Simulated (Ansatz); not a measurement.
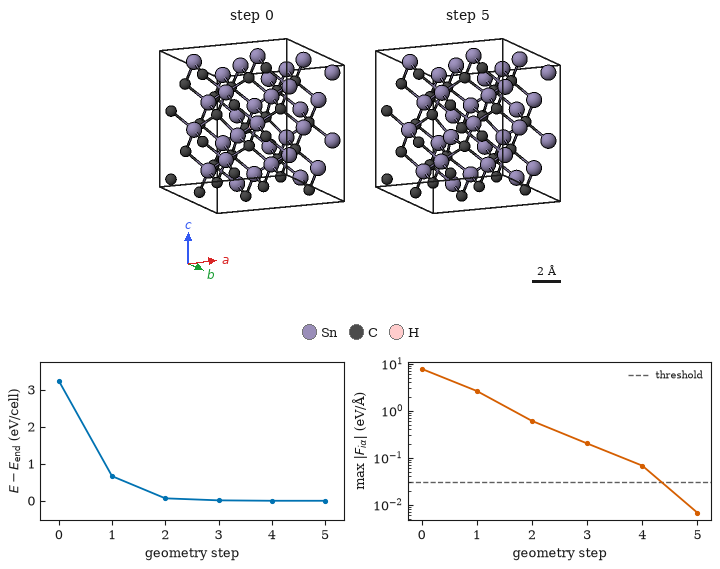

First and last geometry of a relaxation of a defect cell of composition Sn₃₂C₃₂H (cell charge +1), with the history of the run. Style: ball-and-stick. Shown: the cell of the calculation (origin shifted), from a free direction.

These are results of DFT, PBEsol, PAW, plane waves in Ansatz 0.2.0, not measurements. Settings: plane-wave cutoff 420 eV; k-point mesh 1 × 1 × 1; mesh shifted by (0.25, 0.25, 0.25); no spin polarisation; atoms relaxed in a fixed cell; force threshold 0.03 eV/Å; at most 80 steps.

### Did the run converge, and what did it change?

It converged. The largest move is that of the H atom, 0.32 Å along [2 3 3]. By element the largest moves are H 0.32 Å, Sn 0.25 Å, C 0.12 Å. The cell stays as it was. Near-neighbour distances that change, for instance: H–Sn 1.351 → 1.915 Å, C–Sn 2.661 → 3.021 Å, C–H 1.310 → 1.107 Å, C–Sn 2.236 → 2.148 Å. Among the angles between lasting bonds that change: Sn–C–Sn 102.8° → 97.2°, Sn–C–Sn 101.6° → 97.2°, C–Sn–C 111.8° → 107.4°. Over 5 geometry steps the energy falls by 3.239 eV per cell of the calculation. The largest force component goes from 7.8 to 0.0067 eV/Å. The run took 14 s on 1 × NVIDIA H100 80GB HBM3 with 2 threads of AMD EPYC 7R13 Processor, peak memory 1.4 GiB.

| step | E − E(0), meV/atom | largest force component, eV/Å |
| --- | --- | --- |
| 0 | 0.00 | 7.7886 |
| 1 | -39.61 | 2.6312 |
| 2 | -48.82 | 0.6067 |
| 3 | -49.65 | 0.2010 |
| 4 | -49.83 | 0.0677 |
| 5 | -49.83 | 0.0067 |

Limits of the set-up: the cell is charged, on a uniform background, and energies carry no finite-size correction.
